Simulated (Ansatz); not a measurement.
Al$_{15}$SiO$_{24}$: field-gradient calculation (part 3 of 3)

Al$_{15}$SiO$_{24}$ (defect cell, 40 atoms in the cell); DFT, PBE, plane waves, PAW, spin-polarised (Ansatz 0.2.0); cutoff 420 eV, 3×3×3 k-mesh, Fermi–Dirac smearing of 0.01 eV, collinear spins. The structure derives from a Materials Project entry. The settings are looser than a standard set-up, so the numbers are not reference values.

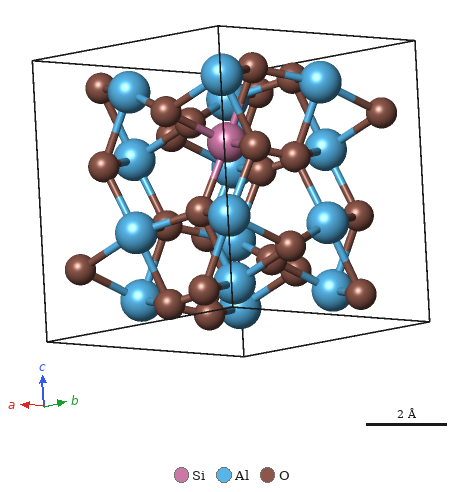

Figure 1. The structure as given in the input (ball-and-stick view of the cell of the calculation, seen at an oblique angle).

## File populations.tsv, continued
```
33	O	0_2S	-	0.811604	0.811208
33	O	1_2P	-	2.586665	2.585894
34	O	0_2S	-	0.812473	0.811573
34	O	1_2P	-	2.586892	2.585421
35	O	0_2S	-	0.812786	0.811683
35	O	1_2P	-	2.586421	2.584784
36	O	0_2S	-	0.831210	0.818336
36	O	1_2P	-	2.560192	2.540659
37	O	0_2S	-	0.812786	0.811683
37	O	1_2P	-	2.586421	2.584784
38	O	0_2S	-	0.811604	0.811208
38	O	1_2P	-	2.586665	2.585894
39	O	0_2S	-	0.812473	0.811573
39	O	1_2P	-	2.586892	2.585421
```

## Results in brief

| quantity | value |
| --- | --- |
| outcome | converged |
| electrons treated | 193 |
| free energy | −22371.4349 eV |
| Fermi energy | 13.618 eV |
| net moment of the cell | 0.48 μB |
| integrated absolute moment | 0.51 μB |
| pressure | 3.51 GPa |
| field gradient V_zz (10²¹ V/m²) | Si 0.50, Al 0.53, Al 0.53, Al 0.53, Al 0.61, Al 0.54, Al 0.54, Al 0.54 (the first 8 of 40 sites) |
| largest force (length of the vector) | 0.483 eV/Å |
| wall time | 3 min |
| peak memory | 1 GiB |

## Notes

Settings chosen away from the usual ones: scf.convergence.dr2_threshold = 0.0001, scf.eigensolver.kind = "davidson", basis.precision = "f64". These settings are looser than, or depart from, a standard set-up, so the numbers are not reference values for this system. The program warns: the SCF threshold is loose for the printed forces; the SCF threshold is looser than advised for the printed stress.
